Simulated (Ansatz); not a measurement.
# CH2F2 (difluoromethane): CCSDT(Q)/B/STO-3G (sfX2C)

What is the adiabatic electron affinity of CH2F2 (difluoromethane) at CCSDT(Q)/B/STO-3G (sfX2C)? 

The results are computed with Ansatz 0.2.0.

5 further runs of the same task are left out: 1 for a known fault of the program, 2 that didn't finish, 2 set aside as unsound or not needed.

## (1) The molecule

CH2F2 has 5 atoms, charge 0, and is taken as a singlet. As SMILES, `FCF`. The coordinates come from a PBE0-D4/def2-TZVP relaxation. The run starts from this shape.

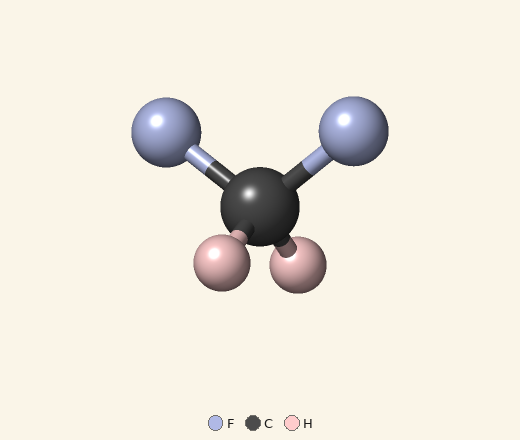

Viewed from a chosen angle; fluorine light blue, carbon dark grey, hydrogen pink.

## (2) A geometry optimisation at CCSDT(Q)/B/STO-3G (sfX2C)

job.yaml

```yaml
basis:
  gaussian:
    orbitals: STO-3G
crystal:
  periodic: [false, false, false]
  atoms:
    - {symbol: F, position_ang: [-1.073300, 0.191200, 0.698300]}
    - {symbol: C, position_ang: [0.010100, -0.016900, -0.082300]}
    - {symbol: F, position_ang: [1.090500, -0.179200, 0.713200]}
    - {symbol: H, position_ang: [-0.142700, -0.932900, -0.659500]}
    - {symbol: H, position_ang: [0.165300, 0.864200, -0.711100]}
hamiltonian:
  pseudopotentials:
    relativity: scalar
correlation:
  method: ccsdt_q_b
  electrons: outside_noble_gas
relax:
  max_displacement: 0.05
output:
  orbitals: {seedname: orbitals}
```

On the command line:

```sh
$ ansatz run job.yaml --threads 1 --pin off --max-ram 2610MiB --events-out events.jsonl --progress --plain --runs-dir runs
```

Output:

```text
Warning: RAYON_NUM_THREADS=1 ignored (pool sized by the plan → 1); use --threads N
The last accepted step is kept in runs//last_step.txt (removed where the run ends without a failure and the disk answers)
[... 11 lines left out ...]
3 core orbitals not correlated: weight in the atoms' cores, before any rotation towards them, 1.000 or more for the frozen orbitals, at most 0.000 for the correlated occupied ones
[... 19 lines left out ...]
3 core orbitals not correlated: weight in the atoms' cores, before any rotation towards them, 1.000 or more for the frozen orbitals, at most 0.000 for the correlated occupied ones
[... 21 lines left out ...]
3 core orbitals not correlated: weight in the atoms' cores, before any rotation towards them, 1.000 or more for the frozen orbitals, at most 0.000 for the correlated occupied ones
[... 20 lines left out ...]
3 core orbitals not correlated: weight in the atoms' cores, before any rotation towards them, 1.000 or more for the frozen orbitals, at most 0.000 for the correlated occupied ones
[... 20 lines left out ...]
3 core orbitals not correlated: weight in the atoms' cores, before any rotation towards them, 1.000 or more for the frozen orbitals, at most 0.000 for the correlated occupied ones
[... 20 lines left out ...]
3 core orbitals not correlated: weight in the atoms' cores, before any rotation towards them, 1.000 or more for the frozen orbitals, at most 0.000 for the correlated occupied ones
[... 16 lines left out ...]
Total energy: -6391.60730705 eV, -234.8872361471 hartree
[... 6 lines left out ...]
Dipole moment:     0.000401    -0.006047    -0.208355 e Å
```

It took 57 s on 1 thread of Intel Xeon 6975P-C (Granite Rapids), shared host; peak memory 0.32 GiB.

The path in brief:

```tsv
step	energy from the first frame kept (eV)	largest force (eV/Å)
1	0.0000	3.5048
2	-0.2796	0.9318
3	-0.2951	0.3982
4	-0.3001	0.0163
5	-0.3001	0.0030
```

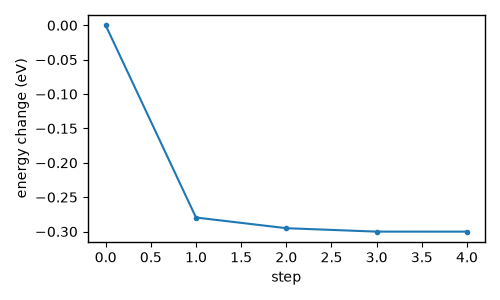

Energy along the run.

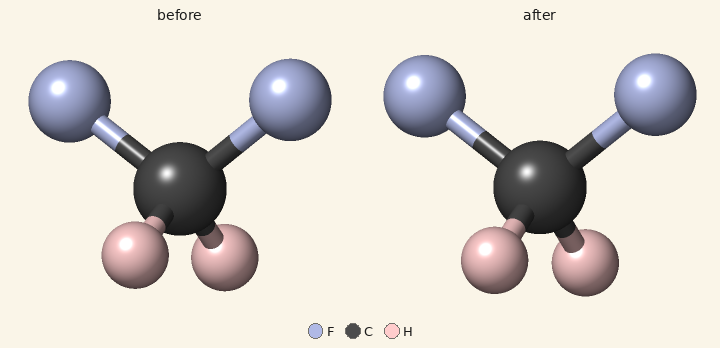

Before and after, at one scale.

After the run. Bond lengths: F1–C2 1.411 Å, C2–F3 1.411 Å, C2–H4 1.136 Å, C2–H5 1.136 Å. Angles: F1–C2–F3 108.8°, F1–C2–H4 109.9°, F1–C2–H5 109.9°, F3–C2–H4 109.9°, F3–C2–H5 109.9°, H4–C2–H5 108.6°.

## (3) The doublet anion at the same level

Changes to job.yaml since step 2:

```diff
@@ -1,4 +1 @@
-basis:
-  gaussian:
-    orbitals: STO-3G
 crystal:
@@ -11,2 +8,9 @@
     - {symbol: H, position_ang: [0.165300, 0.864200, -0.711100]}
+basis:
+  gaussian:
+    orbitals: STO-3G
+total_charge: -1
+magnetization:
+  spin_polarized: false
+  initial_magnetization: 1
 hamiltonian:
```

On the command line:

```sh
$ ansatz run job.yaml --threads 1 --pin off --max-ram 2610MiB --events-out events.jsonl --progress --plain --runs-dir runs
```

Output, cut to the lines that bear on the results:

```text
Warning: RAYON_NUM_THREADS=1 ignored (pool sized by the plan → 1); use --threads N
[...]
3 core orbitals not correlated: weight in the atoms' cores, before any rotation towards them, 1.000 or more for the frozen orbitals, at most 0.000 for the correlated occupied ones
[...]
3 core orbitals not correlated: weight in the atoms' cores, before any rotation towards them, 1.000 or more for the frozen orbitals, at most 0.000 for the correlated occupied ones
[...]
3 core orbitals not correlated: weight in the atoms' cores, before any rotation towards them, 1.000 or more for the frozen orbitals, at most 0.000 for the correlated occupied ones
[...]
3 core orbitals not correlated: weight in the atoms' cores, before any rotation towards them, 1.000 or more for the frozen orbitals, at most 0.000 for the correlated occupied ones
[...]
3 core orbitals not correlated: weight in the atoms' cores, before any rotation towards them, 1.000 or more for the frozen orbitals, at most 0.000 for the correlated occupied ones
[...]
Total energy: -6381.97583959 eV, -234.5332862465 hartree
[...]
Dipole moment:    -0.082285     0.021605     0.261302 e Å
```

Wall time 7.3 min (1 thread of Intel Xeon 6975P-C (Granite Rapids), shared host); peak memory 0.88 GiB.

Step by step:

```tsv
step	energy from the first frame kept (eV)	largest force (eV/Å)
1	0.0000	22.5383
2	-1.9610	14.2437
3	-3.2818	7.6056
4	-4.1002	3.4467
5	-4.4939	1.6299
6	-4.6651	0.7444
7	-4.7323	0.7114
8	-4.8354	2.2109
9	-4.9774	2.7964
10	-5.2233	2.9833
11	-5.5443	2.6605
12	-5.7897	2.1627
13	-5.9792	1.6658
14	-6.1203	1.2244
15	-6.2063	0.8133
16	-6.2517	0.4587
17	-6.2727	0.1925
18	-6.2815	0.0870
19	-6.2846	0.0864
20	-6.2855	0.1080
21	-6.2861	0.0626
22	-6.2861	0.0205
23	-6.2862	0.0058
```

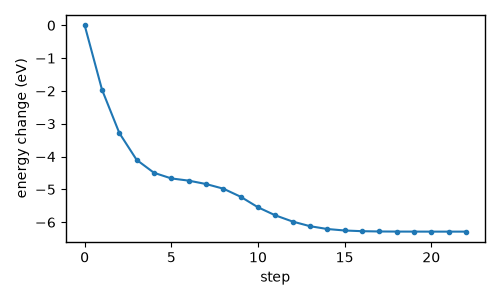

Energy along the run.

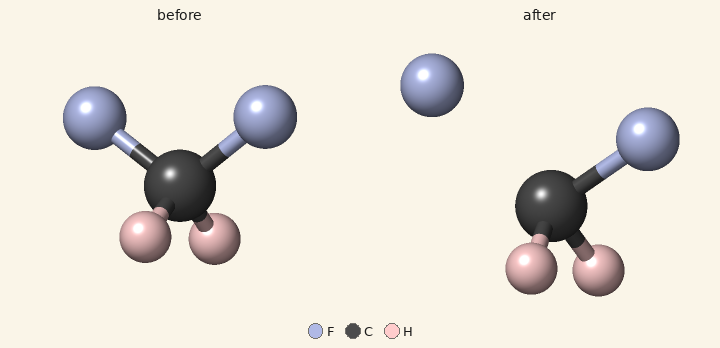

Before and after, at one scale.

After the run. Bond lengths: F1–C2 1.459 Å, C2–H4 1.163 Å, C2–H5 1.163 Å. Angles: F1–C2–H4 101.7°, F1–C2–H5 101.7°, H4–C2–H5 98.9°. A long bond or contact: C2–F3 2.080 Å.

## (4) Results

Level: CCSDT(Q)/B/STO-3G (sfX2C), 3 core orbitals frozen.

| quantity | value |
| --- | --- |
| singlet CH2F2: total energy at the end | -234.88724 Eh |
| singlet CH2F2: dipole moment (correlated density) | 1.00 D |
| singlet CH2F2: HOMO energy (Hartree–Fock orbitals) | -11.18 eV |
| singlet CH2F2: LUMO energy (Hartree–Fock orbitals) | 14.77 eV |
| singlet CH2F2: HOMO–LUMO gap (Hartree–Fock orbitals) | 25.95 eV |
| singlet CH2F2: correlation energy (3 core orbitals frozen) | -121.2 mEh |
| singlet CH2F2: T1 diagnostic | 0.008 |
| doublet anion: total energy at the end | -234.53329 Eh |
| doublet anion: correlation energy (3 core orbitals frozen) | -83.9 mEh |
| doublet anion: ⟨S²⟩ of the reference determinant | 0.750 |
| doublet anion: T1 diagnostic | 0.009 |
| adiabatic electron affinity (to the doublet anion, no zero-point term) | -9.631 eV |

What this shows: The adiabatic electron affinity (to the doublet anion, no zero-point term) is −9.63 eV (−222 kcal/mol). A negative value puts this state of the anion above the relaxed parent: the electron is not bound at this level, and such a value depends on the basis. The second species lost a bond as it relaxed, so this leads to another structure. In a minimal basis such a difference can be off by several eV, whatever the method. The optimisation (singlet CH2F2) took 4 steps and changed the energy by -0.300 eV. The optimisation (doublet anion) took 22 steps and changed the energy by -6.286 eV. Bonds broke or formed on the way.
